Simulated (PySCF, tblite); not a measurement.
**C7H16BN: geometry, infrared bands and NMR shifts**

Aim: predict the infrared bands and NMR shifts of C7H16BN (`C#C[B@@H-](CC(C)C)[NH2+]C`).

Programs: tblite 0.8.0 and PySCF 2.14.0, with density-fitted response routines of our own. Each step states its level of theory. These are calculated values for one molecule in the gas phase, unless marked as measured. Atoms are numbered from 0 throughout.

**1. Starting geometry**

25 atoms, charge 0, multiplicity 1; geometry from: force field or distance geometry start.

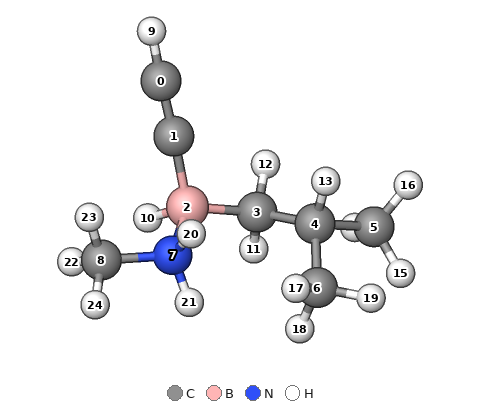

As it starts; carbon grey, boron pink, nitrogen blue, hydrogen white, atoms numbered.

**2. Optimising the geometry with GFN2-xTB**

What the job is given:

```
{"job": {"kind": "relax", "xc": "GFN2-xTB", "basis": "xTB"}, "charge": 0, "multiplicity": 1}
C      2.439700     2.255200     0.459000
C      1.730500     1.281800     0.511600
B      0.858800     0.017900     0.628700
C     -0.669500     0.384900     0.680800
C     -1.395000     0.564900    -0.586700
C     -2.844200     0.900000    -0.194300
C     -1.513600    -0.634900    -1.476600
N      1.280300    -1.000500    -0.389600
C      2.602400    -1.573200    -0.080400
H      3.036500     3.144400     0.406700
H      1.119200    -0.470900     1.698400
H     -1.198800    -0.346800     1.376600
H     -0.751100     1.357800     1.245400
H     -1.043600     1.454400    -1.151100
H     -2.953900     0.748600     0.912500
H     -3.533100     0.190200    -0.671100
H     -3.118700     1.932400    -0.485000
H     -0.729500    -0.790700    -2.209500
H     -1.730300    -1.549900    -0.872200
H     -2.450100    -0.471500    -2.068800
H      1.460100    -0.456900    -1.282300
H      0.627500    -1.791000    -0.504700
H      2.720200    -1.816900     0.990600
H      3.346200    -0.835300    -0.445500
H      2.699000    -2.469900    -0.726900
```

Launch:

```
$ OMP_NUM_THREADS=1 python probes_run.py task.json out
```

One launch serves the whole session: the jobs run in the order shown.

Standard output:

```text
step      E/eV     max force
  0    -739.67720    2.731
  1    -740.08613    1.333
  2    -740.20110    2.892
  3    -740.28698    2.729
  4    -740.39615    0.664
  5    -740.48174    0.668
  6    -740.51225    0.644
  7    -740.53382    0.351
  8    -740.55392    0.282
  9    -740.57234    0.345
 10    -740.58527    0.306
 11    -740.59401    0.203
 12    -740.60203    0.234
 13    -740.61084    0.333
 14    -740.61993    0.315
 15    -740.62791    0.251
 16    -740.63427    0.163
 17    -740.63922    0.144
 18    -740.64292    0.144
 19    -740.64605    0.173
 20    -740.64950    0.160
 21    -740.65378    0.159
 22    -740.65864    0.164
 23    -740.66326    0.149
 24    -740.66740    0.150
 25    -740.67158    0.137
 26    -740.67589    0.156
 27    -740.67986    0.136
 28    -740.68336    0.117
 29    -740.68655    0.132
 30    -740.68959    0.114
 31    -740.69246    0.114
 32    -740.69525    0.107
 33    -740.69836    0.126
 34    -740.70211    0.172
 35    -740.70611    0.166
 36    -740.70980    0.119
 37    -740.71328    0.122
 38    -740.71682    0.167
 39    -740.72016    0.165
 40    -740.72287    0.108
 41    -740.72511    0.106
 42    -740.72746    0.130
 43    -740.72993    0.165
 44    -740.73273    0.180
 45    -740.73539    0.096
 46    -740.73694    0.108
 47    -740.73896    0.128
 48    -740.74153    0.147
 49    -740.74416    0.109
 50    -740.74667    0.104
 51    -740.74951    0.114
 52    -740.75313    0.183
 53    -740.75692    0.152
 54    -740.75988    0.193
 55    -740.76246    0.164
 56    -740.76520    0.261
 57    -740.76948    0.264
 58    -740.77384    0.265
 59    -740.77859    0.154
 60    -740.78272    0.167
 61    -740.78464    0.250
 62    -740.79004    0.385
 63    -740.79445    0.150
 64    -740.80238    0.237
 65    -740.80677    0.156
 66    -740.81307    0.156
 67    -740.81981    0.176
 68    -740.82378    0.264
 69    -740.82455    0.545
 70    -740.83276    0.194
 71    -740.83646    0.167
 72    -740.84227    0.182
 73    -740.84755    0.162
 74    -740.85440    0.148
 75    -740.86073    0.144
 76    -740.86359    0.246
 77    -740.86923    0.174
 78    -740.87342    0.154
 79    -740.88202    0.155
 80    -740.88426    0.118
 81    -740.88820    0.148
 82    -740.89314    0.126
 83    -740.89595    0.135
 84    -740.89883    0.122
 85    -740.90122    0.160
 86    -740.90339    0.169
 87    -740.90500    0.111
 88    -740.90644    0.065
 89    -740.90727    0.079
 90    -740.90794    0.086
 91    -740.90851    0.065
 92    -740.90893    0.030
 93    -740.90918    0.032
 94    -740.90936    0.024
 95    -740.90951    0.029
 96    -740.90966    0.030
 97    -740.90977    0.024
 98    -740.90987    0.021
 99    -740.90996    0.022
100    -740.91007    0.034
101    -740.91020    0.046
102    -740.91035    0.050
103    -740.91054    0.046
104    -740.91075    0.028
105    -740.91093    0.024
106    -740.91107    0.019
107    -740.91116    0.019
108    -740.91122    0.015
109    -740.91128    0.016
110    -740.91133    0.021
111    -740.91137    0.016
112    -740.91140    0.013
113    -740.91143    0.011
114    -740.91146    0.016
115    -740.91150    0.021
116    -740.91156    0.020
117    -740.91162    0.016
118    -740.91170    0.020
119    -740.91177    0.018
120    -740.91183    0.016
121    -740.91190    0.016
122    -740.91196    0.015
123    -740.91201    0.015
124    -740.91205    0.013
125    -740.91209    0.012
126    -740.91213    0.011
127    -740.91217    0.013
128    -740.91221    0.012
129    -740.91224    0.013
130    -740.91226    0.013
131    -740.91229    0.012
132    -740.91233    0.018
133    -740.91239    0.024
134    -740.91248    0.022
135    -740.91258    0.021
136    -740.91266    0.025
137    -740.91274    0.027
138    -740.91284    0.025
139    -740.91299    0.025
140    -740.91316    0.029
141    -740.91328    0.027
142    -740.91338    0.021
143    -740.91350    0.022
144    -740.91362    0.024
145    -740.91373    0.019
146    -740.91380    0.029
147    -740.91389    0.016
148    -740.91397    0.015
149    -740.91407    0.019
150    -740.91415    0.017
151    -740.91422    0.024
152    -740.91430    0.021
153    -740.91430    0.047
154    -740.91446    0.021
155    -740.91453    0.016
156    -740.91465    0.021
157    -740.91471    0.018
158    -740.91480    0.022
159    -740.91490    0.021
160    -740.91495    0.016
161    -740.91501    0.018
162    -740.91507    0.018
163    -740.91519    0.018
164    -740.91528    0.024
165    -740.91544    0.035
166    -740.91564    0.041
167    -740.91589    0.078
168    -740.91620    0.041
169    -740.91592    0.091
170    -740.91684    0.068
171    -740.91718    0.042
172    -740.91796    0.038
173    -740.91829    0.064
174    -740.91867    0.040
175    -740.91906    0.036
176    -740.91945    0.049
177    -740.91977    0.052
178    -740.92007    0.060
179    -740.92047    0.060
180    -740.92098    0.044
181    -740.92151    0.050
182    -740.92217    0.067
183    -740.92347    0.095
184    -740.92564    0.104
185    -740.92876    0.127
186    -740.93033    0.195
187    -740.93379    0.198
188    -740.93501    0.197
189    -740.93888    0.103
190    -740.94163    0.114
191    -740.94604    0.133
192    -740.94918    0.217
193    -740.95215    0.162
194    -740.95443    0.217
195    -740.95596    0.080
196    -740.95616    0.295
197    -740.95758    0.107
198    -740.95853    0.043
199    -740.95922    0.034
200    -740.95982    0.037
201    -740.96012    0.039
202    -740.96053    0.038
203    -740.96096    0.042
204    -740.96144    0.045
205    -740.96187    0.055
206    -740.96228    0.058
207    -740.96268    0.047
208    -740.96318    0.047
209    -740.96380    0.045
210    -740.96446    0.048
211    -740.96508    0.054
212    -740.96552    0.046
213    -740.96585    0.046
214    -740.96613    0.045
215    -740.96650    0.040
216    -740.96679    0.038
217    -740.96700    0.031
218    -740.96713    0.028
219    -740.96725    0.028
220    -740.96737    0.030
221    -740.96750    0.025
222    -740.96762    0.019
223    -740.96772    0.019
224    -740.96781    0.018
225    -740.96788    0.021
226    -740.96795    0.017
227    -740.96803    0.018
228    -740.96811    0.017
229    -740.96818    0.022
230    -740.96823    0.021
231    -740.96828    0.017
232    -740.96833    0.016
233    -740.96839    0.014
234    -740.96845    0.018
235    -740.96851    0.016
236    -740.96859    0.016
237    -740.96867    0.015
238    -740.96873    0.017
239    -740.96878    0.014
240    -740.96881    0.013
241    -740.96883    0.009
```

Run time: 2.1 s. Hardware: 1 thread of Arm Neoverse V1, shared host.

Step by step: (not every step is listed)

```tsv
step	energy from step 0 (eV)	largest force (eV/Å)
0	0.0000	2.7308
1	-0.4089	1.3329
2	-0.5239	2.8922
3	-0.6098	2.7292
4	-0.7190	0.6639
5	-0.8045	0.6676
6	-0.8351	0.6444
7	-0.8566	0.3509
8	-0.8767	0.2824
30	-1.0124	0.1140
52	-1.0759	0.1834
74	-1.1772	0.1479
96	-1.2325	0.0297
118	-1.2345	0.0197
140	-1.2360	0.0287
162	-1.2379	0.0179
184	-1.2484	0.1039
206	-1.2851	0.0579
228	-1.2909	0.0175
236	-1.2914	0.0156
237	-1.2915	0.0151
238	-1.2915	0.0169
239	-1.2916	0.0142
240	-1.2916	0.0125
241	-1.2916	0.0095
```

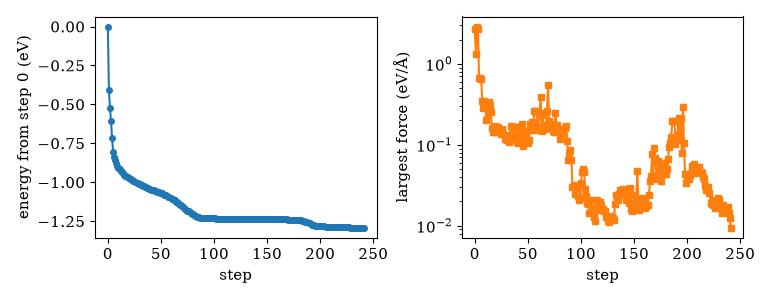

Energy and force, step by step.

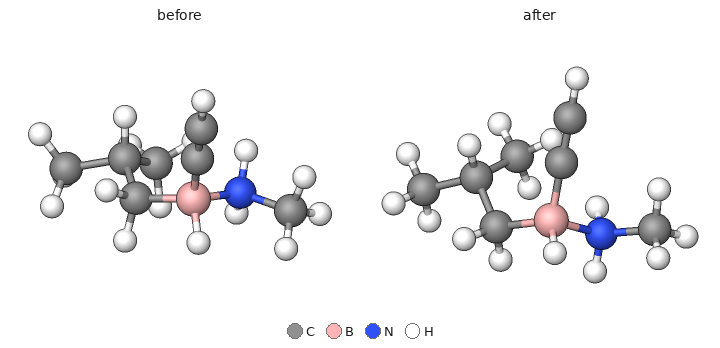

The geometry before (left) and after (right).

Distances of close pairs at the start and the end, largest changes first:

```tsv
bond	before (Å)	after (Å)	change (Å)
B2–N7	1.501	1.659	+0.159
B2–C3	1.573	1.638	+0.065
C3–C4	1.471	1.534	+0.063
N7–H20	1.061	1.017	-0.044
C3–H11	1.140	1.098	-0.042
C3–H12	1.128	1.092	-0.035
C5–H14	1.122	1.090	-0.033
C6–H19	1.120	1.089	-0.031
```

The next job starts from the end point, and lists it.

**3. Harmonic vibrations with GFN2-xTB**

What the job is given:

```
{"job": {"kind": "ir", "xc": "GFN2-xTB", "basis": "xTB"}, "charge": 0, "multiplicity": 1}
C      2.069979     2.001105    -0.701933
C      1.541152     1.162668    -0.022353
B      0.876908     0.069916     0.855044
C     -0.758222     0.152277     0.888586
C     -1.455753     0.772643    -0.329026
C     -2.967236     0.833464    -0.103354
C     -1.163747     0.017247    -1.626185
N      1.245006    -1.371627     0.120559
C      2.672587    -1.632590    -0.030539
H      2.522237     2.747921    -1.290449
H      1.358890    -0.003394     1.946784
H     -1.187093    -0.844025     1.057525
H     -1.052868     0.747367     1.756035
H     -1.082365     1.794925    -0.447789
H     -3.376953    -0.170503     0.004675
H     -3.467388     1.317218    -0.941140
H     -3.196484     1.393317     0.800735
H     -0.118363     0.132520    -1.906489
H     -1.411442    -1.040444    -1.525463
H     -1.765095     0.421169    -2.439122
H      0.788077    -1.330701    -0.787111
H      0.799143    -2.100627     0.670246
H      3.133884    -1.677132     0.953917
H      3.118260    -0.802109    -0.575306
H      2.865950    -2.566459    -0.562522
```

Standard output:

```text
mode    cm-1     km/mol
  1      64.4      0.29
  2      71.5      1.68
  3      83.5      3.93
  4     106.2      1.64
  5     149.1     10.74
  6     213.0      0.64
  7     219.0      0.13
  8     225.7      2.88
  9     233.2      0.15
 10     273.4      2.29
 11     305.3      0.51
 12     347.6      1.22
 13     379.0      0.33
 14     423.0      2.63
 15     429.0      1.65
 16     555.2      2.35
 17     604.5     42.45
 18     664.5      7.86
 19     675.6      9.81
 20     709.1     42.19
 21     776.3     17.66
 22     839.8     42.82
 23     888.8      7.37
 24     923.6      0.18
 25     943.8      2.92
 26     958.9     11.73
 27     980.1      4.12
 28     997.4      2.82
 29    1034.2      2.55
 30    1071.5     20.37
 31    1077.6    194.32
 32    1095.3     35.44
 33    1117.0     40.06
 34    1156.4     67.69
 35    1188.2     10.97
 36    1208.7     86.54
 37    1239.4      2.86
 38    1253.0      0.21
 39    1285.2      1.51
 40    1341.8      4.32
 41    1346.8      7.40
 42    1397.7      1.49
 43    1408.5      3.35
 44    1417.9      0.89
 45    1466.0      4.02
 46    1484.9     22.68
 47    1498.6     25.16
 48    1504.2      3.72
 49    1509.0      1.69
 50    1513.8      0.19
 51    1519.2      3.73
 52    1530.0      2.10
 53    2227.3      1.43
 54    2412.0    248.76
 55    2897.5    103.35
 56    2943.0     35.43
 57    2977.7     55.11
 58    2984.8     56.29
 59    2986.7     60.46
 60    3006.3     86.65
 61    3009.7      9.96
 62    3016.2    104.99
 63    3024.5     39.58
 64    3032.2     46.63
 65    3041.0      4.43
 66    3047.3     13.66
 67    3342.5     16.60
 68    3358.8     29.47
 69    3376.4      7.78
```

Wall time 1.1 s (1 thread of Arm Neoverse V1, shared host).

The strongest bands and the atoms that carry them (share of the mass-weighted mode):

```tsv
cm⁻¹	km/mol	atoms
1078	194.3	H10 39 %, H20 13 %, B2 11 %
1156	67.7	C4 23 %, B2 16 %, H10 13 %
1209	86.5	H20 24 %, H21 20 %, N7 18 %, H24 14 %
2412	248.8	H10 93 %
2898	103.3	H11 90 %
2987	60.5	H24 93 %
3006	86.7	H14 70 %, H15 17 %
3016	105.0	H17 36 %, H15 29 %, H14 14 %, H19 10 %
```

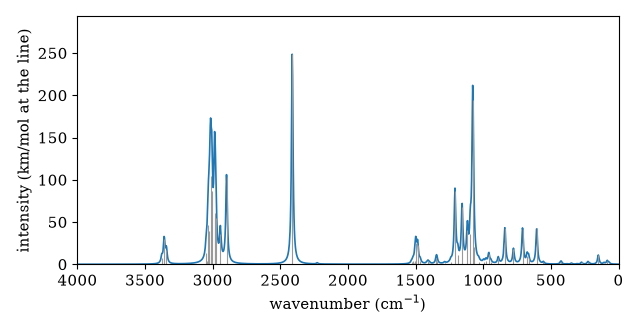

The infrared spectrum from these modes, unscaled. Lines are broadened to a width of 14 cm⁻¹ (Lorentzian).

**4. Nuclear shieldings: PBE0/pcSseg-1**

Same as in step 3 but for these lines:

```diff
@@ -1,2 +1,2 @@
-{"job": {"kind": "ir", "xc": "GFN2-xTB", "basis": "xTB"}, "charge": 0, "multiplicity": 1}
+{"job": {"kind": "nmr", "xc": "PBE0", "basis": "pcSseg-1"}, "charge": 0, "multiplicity": 1}
 C      2.069979     2.001105    -0.701933
```

With the program's defaults for keys left out, this is: GIAO PBE0/pcSseg-1 NMR shielding, non-relativistic, gas phase.

Standard output:

```text
coarse grid: 19672 points
cycle   1  E = -355.2928400937  dE =  8.175e-01  |g| = 6.083e-01  |ddm| = 4.200e+00
cycle   2  E = -355.2581306067  dE =  3.471e-02  |g| = 7.191e-01  |ddm| = 1.593e+00
cycle   3  E = -355.3916872529  dE = -1.336e-01  |g| = 2.073e-01  |ddm| = 9.001e-01
cycle   4  E = -355.4018133047  dE = -1.013e-02  |g| = 5.029e-02  |ddm| = 1.722e-01
cycle   5  E = -355.4023661699  dE = -5.529e-04  |g| = 1.739e-02  |ddm| = 5.334e-02
cycle   6  E = -355.4024395288  dE = -7.336e-05  |g| = 3.061e-03  |ddm| = 1.877e-02
cycle   7  E = -355.4024417021  dE = -2.173e-06  |g| = 7.472e-04  |ddm| = 3.594e-03
final grid: 186608 points
cycle   8  E = -355.4545383528  dE = -9.776e-05  |g| = 1.038e-02  |ddm| = 5.661e-02
cycle   9  E = -355.4545320837  dE =  6.269e-06  |g| = 1.161e-02  |ddm| = 2.128e-02
cycle  10  E = -355.4545662012  dE = -3.412e-05  |g| = 1.393e-03  |ddm| = 1.143e-02
cycle  11  E = -355.4545665802  dE = -3.790e-07  |g| = 6.350e-04  |ddm| = 1.542e-03
cycle  12  E = -355.4545666679  dE = -8.772e-08  |g| = 2.251e-04  |ddm| = 5.697e-04
cycle  13  E = -355.4545666807  dE = -1.278e-08  |g| = 3.718e-05  |ddm| = 2.051e-04
cycle  14  E = -355.4545666810  dE = -2.922e-10  |g| = 9.168e-06  |ddm| = 3.528e-05
converged SCF energy = -355.4545666810

GIAO shielding tensors (ppm)
atom      isotropic    diamagn.    paramagn.     s11        s22        s33       span
  0 C       91.864     262.711    -170.847     15.354     23.877    236.361    221.007
  1 C       84.302     260.186    -175.884    -24.290    -14.542    291.738    316.028
  2 B      118.352     188.430     -70.077    102.155    118.953    133.949     31.794
  3 C      153.061     251.473     -98.412    138.466    152.725    167.992     29.526
  4 C      155.387     244.880     -89.493    150.467    153.109    162.585     12.118
  5 C      156.546     246.886     -90.340    134.420    147.805    187.414     52.994
  6 C      160.999     251.674     -90.676    147.095    152.590    183.310     36.215
  7 N      206.192     322.824    -116.632    195.578    208.037    214.961     19.383
  8 C      155.751     240.888     -85.137    135.702    143.967    187.586     51.884
  9 H       29.871      34.719      -4.847     24.617     25.192     39.805     15.188
 10 H       29.212      30.910      -1.698     26.942     28.727     31.966      5.024
 11 H       32.458      35.573      -3.116     28.912     32.698     35.763      6.851
 12 H       30.629      33.690      -3.061     25.631     29.963     36.294     10.662
 13 H       29.544      33.567      -4.023     24.976     29.632     34.024      9.048
 14 H       31.039      30.501       0.538     27.775     29.254     36.089      8.314
 15 H       30.605      29.417       1.188     26.098     27.929     37.788     11.690
 16 H       30.510      29.774       0.735     26.159     28.134     37.237     11.078
 17 H       29.917      34.208      -4.291     25.304     30.115     34.332      9.028
 18 H       31.721      33.636      -1.914     28.412     30.770     35.981      7.569
 19 H       30.582      31.786      -1.205     26.162     28.203     37.381     11.218
 20 H       28.594      35.992      -7.398     20.873     26.672     38.239     17.366
 21 H       29.518      33.427      -3.910     21.948     28.319     38.286     16.338
 22 H       29.275      26.261       3.015     25.127     26.796     35.903     10.776
 23 H       28.035      27.423       0.612     22.385     29.352     32.369      9.984
 24 H       29.318      25.624       3.695     24.088     26.813     37.054     12.966
```

Run time: 59 s. Hardware: 1 thread of Arm Neoverse V1, shared host; peak memory 1.2 GiB.

Shifts follow as δ = σ(reference) − σ, with reference shieldings (ppm) from runs at the same level and on the same kind of geometry: 1H TMS 31.72, 13C TMS 186.9, 15N NH3 267.7, 11B BF3·OEt2 100.1. The references are single molecules in the gas phase, so shifts against H2O, NH3, PH3, H3PO4 or CFCl3 are not on the usual liquid scales and can be off by tens of ppm. Atoms listed in one row are averaged.

```tsv
atoms	environment	σ (ppm)	δ (ppm)	δ scaled to CDCl3
C1	alkyne carbon	84.3	102.6	98.2
C0	terminal alkyne carbon	91.9	95.1	90.9
C3	sp3 CH2 bonded to B	153.1	33.9	31.1
C4	sp3 CH	155.4	31.5	28.9
C8	methyl carbon bonded to N	155.8	31.2	28.5
C5	methyl carbon	156.5	30.4	27.7
C6	methyl carbon	161.0	25.9	23.4
H20	hydrogen on a donor nitrogen of a Lewis adduct	28.59	3.12	–
H22, H23, H24	hydrogen on a methyl carbon bonded to N	28.88	2.84	2.78
H10	hydrogen on a boron bonded to 2 C, N	29.21	2.51	–
H21	hydrogen on a donor nitrogen of a Lewis adduct	29.52	2.20	–
H13	hydrogen on an sp3 CH	29.54	2.17	2.15
H9	hydrogen on a terminal alkyne carbon	29.87	1.85	1.85
H12	hydrogen on an sp3 CH2 bonded to B	30.63	1.09	1.13
H14, H15, H16	hydrogen on a methyl carbon	30.72	1.00	1.05
H17, H18, H19	hydrogen on a methyl carbon	30.74	0.98	1.03
H11	hydrogen on an sp3 CH2 bonded to B	32.46	-0.74	-0.59
B2	boron bonded to 2 C, N, H	118.4	-18.3	–
N7	donor nitrogen of a Lewis adduct	206.2	61.5	–
```

The scaled column applies a straight-line fit of computed shieldings to shifts measured in CDCl3 (root-mean-square error 0.16 ppm for H, 1.9 ppm for C).

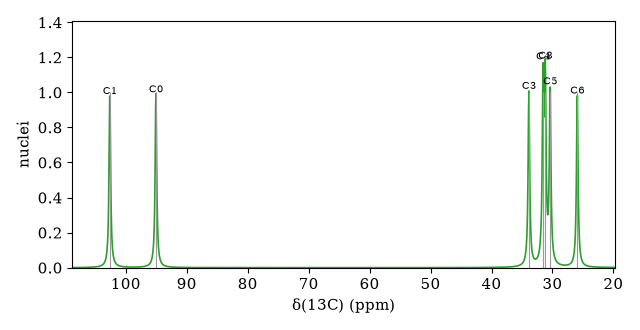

13C lines at the computed shifts, without couplings. Lines are broadened to a width of 0.31 ppm (Lorentzian).

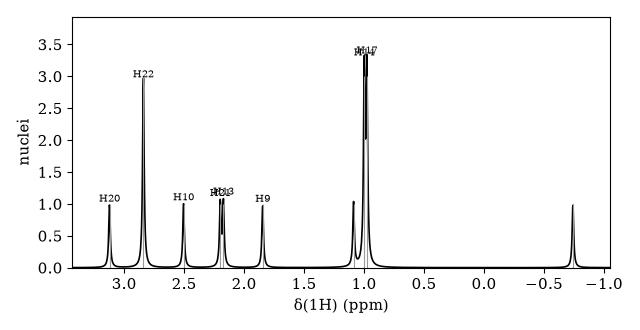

1H lines at the computed shifts, without couplings. Lines are broadened to a width of 0.02 ppm (Lorentzian).

Charges from the same density, by scheme (e):

```tsv
atoms	Mulliken	IAO	Hirshfeld	ESP fit
C0	-0.35	-0.29	-0.14	-0.41
C1	-0.04	-0.12	-0.11	-0.21
B2	0.30	-0.10	0.02	0.38
C3	-0.38	-0.37	-0.15	-0.53
C4	-0.37	-0.08	-0.02	0.63
C5	-0.20	-0.41	-0.12	-0.60
C6	-0.26	-0.42	-0.12	-0.61
N7	-0.45	-0.27	-0.04	-0.21
C8	-0.13	-0.31	-0.04	-0.23
```

IAO charges:

C0 -0.29; C1 -0.12; B2 -0.10; C3 -0.37; C4 -0.08; C5 -0.41; C6 -0.42; N7 -0.27; C8 -0.31; H9 0.19; H10 -0.01; H11 0.10; H12 0.14; H13 0.13; H14 0.13; H15 0.13; H16 0.14; H17 0.13; H18 0.11; H19 0.14; H20 0.29; H21 0.29; H22 0.17; H23 0.18; H24 0.15

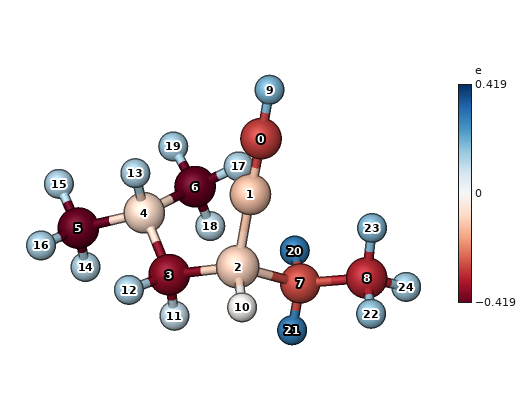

IAO charges, as colours on the atoms.

Mayer bond orders: C0–C1 2.55, C1–B2 0.93, B2–C3 0.90, C3–C4 1.01, C4–C5 1.05, C4–C6 1.02, B2–N7 0.52, N7–C8 0.96.

**5. Results**

```
                                                              quantity                                                            value
                             strongest single infrared mode (GFN2-xTB)                                            2412 cm⁻¹, 249 km/mol
                                          zero-point energy (GFN2-xTB)                                                   137.8 kcal/mol
                                13C shifts against TMS (PBE0/pcSseg-1)                    102.6, 95.1, 33.9, 31.5, 31.2, 30.4, 25.9 ppm
1H shifts against TMS (PBE0/pcSseg-1, means over atoms taken as alike)  3.12, 2.84, 2.51, 2.20, 2.17, 1.85, 1.09, 1.00, 0.98, -0.74 ppm
                           11B shifts against BF3·OEt2 (PBE0/pcSseg-1)                                                        -18.3 ppm
                                15N shifts against NH3 (PBE0/pcSseg-1)                                                         61.5 ppm
```

The optimisation took 241 steps and gained 1.292 eV; among the close pairs (by a distance rule), B2–N7 changed most, from 1.501 to 1.659 Å. No mode is imaginary among the 69: a minimum at this level. The strongest single mode, at 2412 cm⁻¹, moves mainly H10. GFN2-xTB is a fitted tight-binding method: band positions and strengths are rough. Its intensities can rank the bands wrongly. At PBE0/pcSseg-1: The widest tensor belongs to C1: span 316 ppm, with a paramagnetic part of -176 ppm.
